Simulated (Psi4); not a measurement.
Coordinates of MgHS, SMILES [Mg][SH], doublet (Å):

```xyz
3

Mg     1.3782    -0.5721     0.6842
S     -0.6892    -0.4144    -0.4194
H     -0.7113     0.9298    -0.2834
```

Unscaled harmonic wavenumbers and double-harmonic intensities, M06-2X/def2-SVP with Psi4, at a geometry relaxed at this level, isolated molecule. Lorentzian lines of 8 cm⁻¹ full width. Close modes add up in the curve.

Question: Predict the infrared spectrum.

Answer: The most intense lines lie at 482.7 cm⁻¹ (29.6 km/mol), 412.7 cm⁻¹ (26.3 km/mol) and 2704.0 cm⁻¹ (1.4 km/mol). It has no imaginary mode, so it is a minimum.

| cm⁻¹ | km/mol |
| --- | --- |
| 412.7 | 26.3 |
| 482.7 | 29.6 |
| 2704.0 | 1.4 |

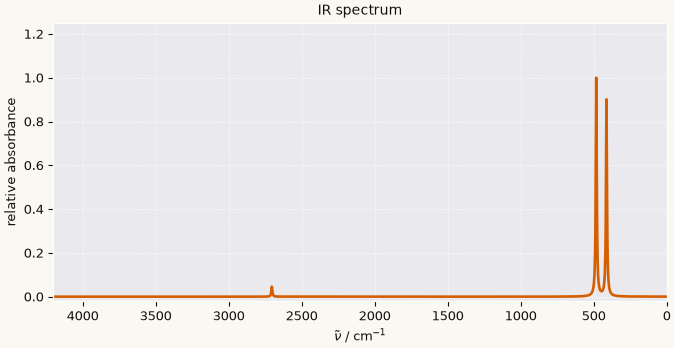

Known limits of this run: double-zeta basis.
